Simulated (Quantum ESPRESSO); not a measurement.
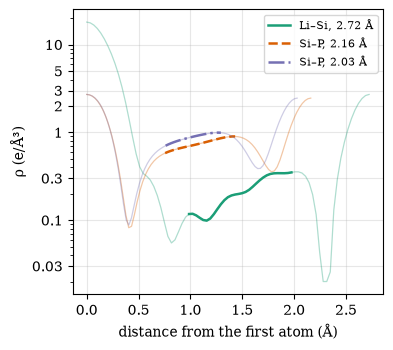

Figure. LiSiP. Valence charge density (pseudo) along straight lines between neighbouring atoms. Thin, pale parts lie inside the atomic spheres.

Space group Cmmm; a generated structure, not necessarily the stable one; computed pressure about 33 GPa in this cell.

Computed with Kohn-Sham DFT of a periodic cell, revPBE, GBRV 1.5 PBEsol (Quantum ESPRESSO 7.5).

The density is the valence pseudo-density of a pseudopotential calculation; it isn't the true density close to the nuclei.

```xyz
6
Lattice="4.0577 0.0000 0.0000 0.0000 4.3198 0.0000 0.0000 0.0000 5.4450" Properties=species:S:1:pos:R:3 pbc="T T T"
Li    0.0000    2.1599    2.7225
Li    2.0288    0.0000    2.7225
Si    0.0000    2.1599    0.0000
Si    2.0288    0.0000    0.0000
P     0.0000    0.0000    0.0000
P     2.0288    2.1599    0.0000
```

Question: What can be read from the curves?

Answer: Li–Si (2.72 Å): ρ is about 0.18 e/Å³ halfway, with its minimum of 0.1 e/Å³ about 1.2 Å from Li.
Si–P (2.16 Å): ρ is about 0.74 e/Å³ halfway.
Si–P (2.03 Å): ρ at the midpoint is about 0.89 e/Å³.
